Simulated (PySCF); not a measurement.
# C₅H₄: a tour of settings

Which settings matter for C₅H₄ (`C#CC1C=C1`), and how do bad ones show?

Computed with PySCF 2.14.0, with density-fitted response routines of our own, on a single molecule in the gas phase. Atoms count from 0, in the outputs and in this text.

## (1) The molecule as given

9 atoms, charge 0, multiplicity 1; geometry from: GFN2-xTB.

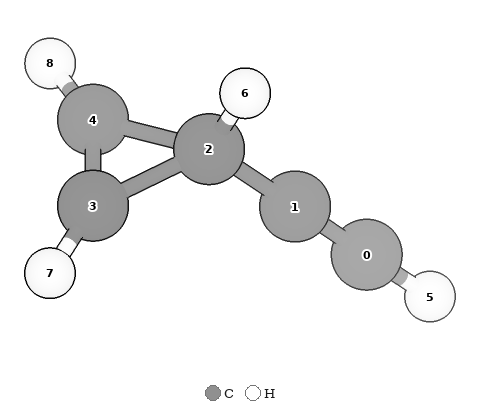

As it starts; carbon grey, hydrogen white, atoms numbered.

## (2) Excited states and response: OLYP/def2-SVPD

Job settings and geometry (Å):

```
{"job": {"kind": "uv", "xc": "OLYP", "basis": "def2-SVPD", "nstates": 12, "ntriplets": 5, "tda": true, "scf": {"conv": 1e-11}}, "charge": 0, "multiplicity": 1}
C      0.634766    -1.660549    -1.408702
C      0.315295    -0.970664    -0.482168
C     -0.065674    -0.140087     0.620474
C     -0.990163     1.031897     0.398447
C      0.253948     1.335108     0.600416
H      0.913747    -2.272519    -2.213640
H     -0.091781    -0.667366     1.572915
H     -1.995673     1.306126     0.196796
H      1.039097     2.044049     0.690283
```

Method: TDA OLYP/def2-SVPD, vertical, gas phase, core orbitals frozen in the response.

The run is started by

```
OMP_NUM_THREADS=1 python probes_run.py task.json out
```

The driver reads the jobs from task.json and runs them one after another.

Standard output:

```text
final grid: 77528 points
cycle   1  E = -192.5120544717  dE =  6.711e-01  |g| = 4.423e-01  |ddm| = 8.927e+00
cycle   2  E = -192.4782986907  dE =  3.376e-02  |g| = 5.435e-01  |ddm| = 2.854e+00
cycle   3  E = -192.5700739868  dE = -9.178e-02  |g| = 6.347e-02  |ddm| = 1.727e+00
cycle   4  E = -192.5700021649  dE =  7.182e-05  |g| = 6.678e-02  |ddm| = 2.034e-01
cycle   5  E = -192.5710719918  dE = -1.070e-03  |g| = 1.670e-02  |ddm| = 1.162e-01
cycle   6  E = -192.5711489054  dE = -7.691e-05  |g| = 4.463e-03  |ddm| = 4.229e-02
cycle   7  E = -192.5711544018  dE = -5.496e-06  |g| = 8.015e-04  |ddm| = 1.065e-02
cycle   8  E = -192.5711545855  dE = -1.837e-07  |g| = 1.364e-04  |ddm| = 3.041e-03
cycle   9  E = -192.5711545855  dE =  1.319e-11  |g| = 1.392e-04  |ddm| = 6.672e-04
cycle  10  E = -192.5711545904  dE = -4.916e-09  |g| = 3.466e-05  |ddm| = 2.256e-04
cycle  11  E = -192.5711545907  dE = -2.929e-10  |g| = 1.093e-05  |ddm| = 8.712e-05
cycle  12  E = -192.5711545908  dE = -3.126e-11  |g| = 6.925e-07  |ddm| = 2.288e-05
cycle  13  E = -192.5711545908  dE =  3.979e-13  |g| = 3.669e-07  |ddm| = 4.287e-06
converged SCF energy = -192.5711545908

Static polarisability (au): isotropic 54.515, principal 42.351 46.750 74.445

Singlet excitations
state   eV       nm        f      main configurations
  1   4.8480    255.7   0.01571   H->L 0.97
  2   5.1453    241.0   0.00001   H-1->L 0.98
  3   6.0667    204.4   0.00962   H->L+1 0.99
  4   6.3589    195.0   0.03604   H->L+2 0.65, H-1->L+1 0.27
  5   6.4528    192.1   0.03013   H->L+3 0.94
  6   6.4856    191.2   0.00440   H-1->L+2 0.67, H->L+4 0.17, H-2->L 0.14
  7   6.5817    188.4   0.00660   H->L+4 0.80, H-1->L+2 0.20
  8   6.6506    186.4   0.06464   H-1->L+1 0.57, H->L+5 0.14, H-1->L+3 0.14
  9   6.7779    182.9   0.01181   H-2->L+2 0.51, H-2->L 0.26
 10   6.8124    182.0   0.00560   H-2->L+1 0.97
 11   6.9286    178.9   0.00620   H->L+5 0.53, H-1->L+3 0.43
 12   6.9564    178.2   0.00080   H->L+6 0.64, H-2->L+2 0.24

Triplet excitations (Tamm-Dancoff, eV): 4.3771 4.5032 5.0793 5.3729 5.8072
```

Run time: 7 s. Hardware: 1 thread of AMD EPYC 9R45, shared host; peak memory 0.46 GiB.

Frontier orbitals and where they lie:

```tsv
orbital	eV	atoms
HOMO−3	-8.43	C2 34 %, C1 20 %, C4 14 %
HOMO−2	-6.62	C4 32 %, C3 32 %, C2 16 %
HOMO−1	-6.37	C0 42 %, C1 40 %, C2 5 %
HOMO	-5.92	C0 36 %, C1 30 %, C2 12 %
LUMO	-1.23	C4 38 %, C3 38 %, H8 7 %
LUMO+1	0.11	C3 18 %, C4 18 %, C0 15 %
LUMO+2	0.13	C0 20 %, C1 17 %, C4 12 %
```

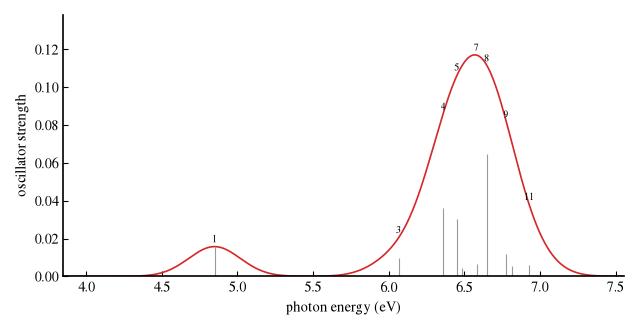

Absorption spectrum from the 12 singlet states computed; above the last one it falls off for lack of states. Lines are broadened to a width of 0.40 eV (Gaussian).

Ground-state properties from the same run:

```tsv
property	computed
dipole moment (D)	1.19
polarisability (Å³)	8.08
HOMO–LUMO gap (eV)	4.69
−ε(HOMO) (eV)	5.92
```

## (3) Excited states and response: B3LYP/def2-SVPD

Job settings and geometry (Å):

```
{"job": {"kind": "uv", "xc": "B3LYP", "basis": "def2-SVPD", "nstates": 12, "ntriplets": 0, "tda": false, "scf": {"conv": 0.01, "max_cycle": 62}}, "charge": 0, "multiplicity": 1}
C      0.634766    -1.660549    -1.408702
C      0.602819    -1.591560    -1.316049
C     -0.065674    -0.140087     0.620474
C     -0.990163     1.031897     0.398447
C      0.253948     1.335108     0.600416
H      0.913747    -2.272519    -2.213640
H     -0.091781    -0.667366     1.572915
H     -1.995673     1.306126     0.196796
H      1.039097     2.044049     0.690283
```

Method: TDDFT B3LYP/def2-SVPD, vertical, gas phase, core orbitals frozen in the response.

Standard output:

```text
final grid: 77528 points
cycle   1  E = -99.4378824619  dE =  2.921e+01  |g| = 8.078e-01  |ddm| = 9.409e+02
cycle   2  E = -99.3382157094  dE =  9.967e-02  |g| = 7.566e-01  |ddm| = 1.270e+02
cycle   3  E = -99.4816735204  dE = -1.435e-01  |g| = 4.092e-01  |ddm| = 1.047e+02
cycle   4  E = -99.5300501189  dE = -4.838e-02  |g| = 7.050e-02  |ddm| = 1.185e+01
cycle   5  E = -99.5312272197  dE = -1.177e-03  |g| = 2.796e-02  |ddm| = 1.609e+00
converged SCF energy = -99.5312272197

Static polarisability (au): isotropic 70.744, principal 50.962 55.247 106.023

Singlet excitations
state   eV       nm        f      main configurations
  1   3.5953    344.9   0.21228   H->L 0.95
  2   3.6606    338.7   0.00006   H->L+1 0.99
  3   4.4263    280.1   0.13896   H->L+2 0.96
  4   4.5148    274.6   0.08047   H->L+3 0.99
  5   5.1527    240.6   0.04968   H->L+4 0.99
  6   5.4802    226.2   0.03148   H->L+5 0.99
  7   5.5888    221.8   0.05344   H->L+6 0.97
  8   5.9642    207.9   0.00368   H-1->L 0.98
  9   6.0547    204.8   0.00052   H-1->L+1 0.93
 10   6.1778    200.7   0.10358   H->L+7 0.96
 11   6.7789    182.9   0.00762   H->L+8 0.99
 12   6.9595    178.2   0.04901   H-2->L 0.97
```

Wall time 4 s (1 thread of AMD EPYC 9R45, shared host); peak memory 0.56 GiB.

It converged, yet the result is unsound: one atom of the first bond was moved so that the bond is 0.1 times as long; the SCF threshold of 0.01 Eh is far too loose. Its HOMO lies at -4.42 eV, against -5.92 eV in step 2 (OLYP/def2-SVPD), a different level, so the two don't compare directly.

## (4) Excited states and response: PBE0/def2-SVPD

Job settings and geometry (Å):

```
{"job": {"kind": "uv", "xc": "PBE0", "basis": "def2-SVPD", "nstates": 3, "ntriplets": 2, "tda": false, "grid": 1, "scf": {"conv": 1e-07}}, "charge": 0, "multiplicity": 1}
C      0.634766    -1.660549    -1.408702
C      0.315295    -0.970664    -0.482168
C     -0.065674    -0.140087     0.620474
C     -0.990163     1.031897     0.398447
C      0.253948     1.335108     0.600416
H      0.913747    -2.272519    -2.213640
H     -0.091781    -0.667366     1.572915
H     -1.995673     1.306126     0.196796
H      1.039097     2.044049     0.690283
```

With the program's defaults for keys left out, this is: TDDFT PBE0/def2-SVPD, vertical, gas phase, core orbitals frozen in the response.

Standard output:

```text
final grid: 35792 points
cycle   1  E = -192.3621545568  dE =  8.240e-01  |g| = 3.279e-01  |ddm| = 8.019e+00
cycle   2  E = -192.3718255518  dE = -9.671e-03  |g| = 2.718e-01  |ddm| = 1.938e+00
cycle   3  E = -192.3932182241  dE = -2.139e-02  |g| = 2.544e-02  |ddm| = 6.322e-01
cycle   4  E = -192.3932932930  dE = -7.507e-05  |g| = 2.065e-02  |ddm| = 7.932e-02
cycle   5  E = -192.3933948094  dE = -1.015e-04  |g| = 8.045e-03  |ddm| = 4.732e-02
cycle   6  E = -192.3934101154  dE = -1.531e-05  |g| = 1.689e-03  |ddm| = 1.585e-02
cycle   7  E = -192.3934108540  dE = -7.387e-07  |g| = 2.573e-04  |ddm| = 4.131e-03
cycle   8  E = -192.3934108715  dE = -1.749e-08  |g| = 4.493e-05  |ddm| = 8.877e-04
converged SCF energy = -192.3934108715

Static polarisability (au): isotropic 53.721, principal 42.246 46.612 72.306

Singlet excitations
state   eV       nm        f      main configurations
  1   5.5174    224.7   0.01845   H->L 0.96
  2   6.0541    204.8   0.00002   H-1->L 0.89
  3   6.4383    192.6   0.00166   H->L+1 0.55, H->L+3 0.28

Triplet excitations (Tamm-Dancoff, eV): 4.2109 4.9212
```

It took 3 s on 1 thread of AMD EPYC 9R45, shared host; peak memory 0.51 GiB.

In short: HOMO -7.25 eV, LUMO -0.37 eV; lowest singlet 5.52 eV.

## (5) NMR shieldings: LDA/LANL2DZ

The job, as its differences from that of step 4:

```diff
@@ -1,2 +1,2 @@
-{"job": {"kind": "uv", "xc": "PBE0", "basis": "def2-SVPD", "nstates": 3, "ntriplets": 2, "tda": false, "grid": 1, "scf": {"conv": 1e-07}}, "charge": 0, "multiplicity": 1}
+{"job": {"kind": "nmr", "xc": "LDA", "basis": "LANL2DZ", "pop": false, "gauge": [0, 0, 0], "scf": {"max_cycle": 93}}, "charge": 0, "multiplicity": 1}
 C      0.634766    -1.660549    -1.408702
```

Level: common gauge origin LDA/LANL2DZ NMR shielding, non-relativistic, gas phase.

Standard output:

```text
final grid: 77528 points
cycle   1  E = -190.8807034542  dE =  7.513e-01  |g| = 3.240e-01  |ddm| = 3.636e+00
cycle   2  E = -190.8706147960  dE =  1.009e-02  |g| = 3.791e-01  |ddm| = 1.106e+00
cycle   3  E = -190.9179196698  dE = -4.730e-02  |g| = 7.929e-02  |ddm| = 5.869e-01
cycle   4  E = -190.9194022778  dE = -1.483e-03  |g| = 3.313e-02  |ddm| = 9.911e-02
cycle   5  E = -190.9196579042  dE = -2.556e-04  |g| = 1.103e-02  |ddm| = 3.868e-02
cycle   6  E = -190.9196920008  dE = -3.410e-05  |g| = 1.091e-03  |ddm| = 1.468e-02
cycle   7  E = -190.9196924376  dE = -4.368e-07  |g| = 2.099e-04  |ddm| = 2.955e-03
cycle   8  E = -190.9196924457  dE = -8.167e-09  |g| = 1.709e-04  |ddm| = 5.425e-04
cycle   9  E = -190.9196924534  dE = -7.702e-09  |g| = 4.769e-05  |ddm| = 2.097e-04
cycle  10  E = -190.9196924541  dE = -6.385e-10  |g| = 8.217e-06  |ddm| = 5.967e-05
converged SCF energy = -190.9196924541

GIAO shielding tensors (ppm)
atom      isotropic    diamagn.    paramagn.     s11        s22        s33       span
  0 C      104.751     270.073    -165.322     22.982     23.083    268.188    245.206
  1 C      181.841     398.133    -216.292    119.176    129.109    297.238    178.062
  2 C      245.362     397.150    -151.787    173.022    244.039    319.026    146.004
  3 C       88.906     333.371    -244.466    -29.661     92.491    203.887    233.548
  4 C       88.775     333.257    -244.481    -29.781     92.300    203.808    233.589
  5 H      -65.866     -88.006      22.140   -123.790   -118.186     44.377    168.167
  6 H       35.567      39.128      -3.561     -3.140     36.594     73.247     76.387
  7 H       -8.079     -13.027       4.949    -47.473    -23.202     46.439     93.912
  8 H       -8.162     -13.137       4.974    -47.580    -23.316     46.408     93.988
```

Run time: 1.6 s. Hardware: 1 thread of AMD EPYC 9R45, shared host; peak memory 0.46 GiB.

It converged, yet the result is unsound: a common gauge origin replaces GIAOs, so the shieldings depend on where the origin lies.

## (6) Shielding tensors: KT3/pcSseg-1

The job, as its differences from that of step 5:

```diff
@@ -1,2 +1,2 @@
-{"job": {"kind": "nmr", "xc": "LDA", "basis": "LANL2DZ", "pop": false, "gauge": [0, 0, 0], "scf": {"max_cycle": 93}}, "charge": 0, "multiplicity": 1}
+{"job": {"kind": "nmr", "xc": "KT3", "basis": "pcSseg-1", "pop": false, "scf": {"max_cycle": 1}}, "charge": 0, "multiplicity": 1}
 C      0.634766    -1.660549    -1.408702
```

Level: GIAO KT3/pcSseg-1 NMR shielding, non-relativistic, gas phase.

Standard output:

```text
final grid: 77528 points
cycle   1  E = -195.8831501505  dE =  7.423e-01  |g| = 4.666e-01  |ddm| = 2.973e+00
SCF not converged, last energy = -195.8831501505
```

Run time: 0.82 s. Hardware: 1 thread of AMD EPYC 9R45, shared host; peak memory 0.46 GiB.

**What went wrong.** The cap of 1 cycle ended the SCF at a gradient of 4.7e-01. The remedy is to raise the cap. Numbers printed on the way are no properties of the molecule.

## (7) Comparing the runs: electronic excitations

Excitations and ground-state properties, with basis size and wall time:

```tsv
run	lowest singlet (eV)	brightest (eV)	f	gap (eV)	α (Å³)	μ (D)	functions	time
OLYP/def2-SVPD	4.85	6.65	0.065	4.69	8.08	1.19	132	7 s
PBE0/def2-SVPD	5.52	5.52	0.018	6.88	7.96	1.20	132	3 s
```

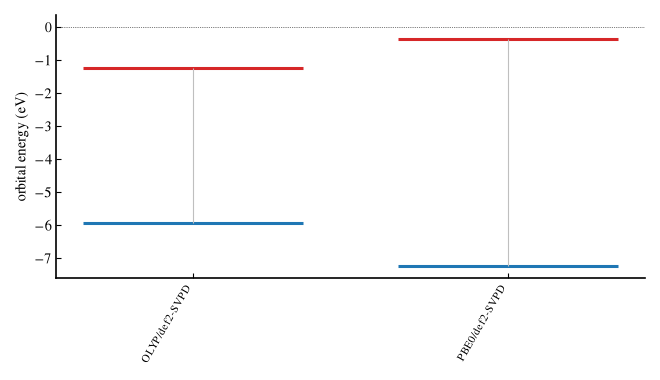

HOMO (blue) and LUMO (red) run by run.

## (8) What came out

```
                                quantity                                            value
         lowest singlet (OLYP/def2-SVPD)                      4.85 eV (256 nm), f = 0.016
brightest single state of those computed                      state 8, 6.65 eV, f = 0.065
                          lowest triplet                                          4.38 eV
             range of the lowest singlet                                  4.85 to 5.52 eV
           property runs in this session  5, of which 1 failed and 2 gave unsound results
```

In words: Single values in the summary come from the first sound run of each kind (OLYP/def2-SVPD), which need not be the best level. The first singlet state (HOMO→LUMO 0.97) lies at 4.85 eV and is weak; of the 12 states computed, the strongest absorption comes from state 8 at 6.65 eV. The lowest triplet lies 0.47 eV below the lowest singlet. At OLYP/def2-SVPD, states above −ε(HOMO) (5.92 eV) lie where TDDFT describes them poorly and they hang on the basis; the brightest is among them. The lowest singlet moves an electron between orbitals on different atoms, a charge-transfer state, which OLYP without long-range exact exchange places too low; its energy and rank are unsure. The lowest singlet runs from 4.85 eV (OLYP/def2-SVPD) to 5.52 eV (PBE0/def2-SVPD), while the orbital gap spans 4.69 to 6.88 eV: the excitation energy moves far less from run to run than the orbital gap does. Some runs use the Tamm-Dancoff approximation and others full TDDFT, which shifts states apart from functional and basis. The lowest state need not be the same one in every run. The runs solved for a few states only, so the brightest column depends on that window.
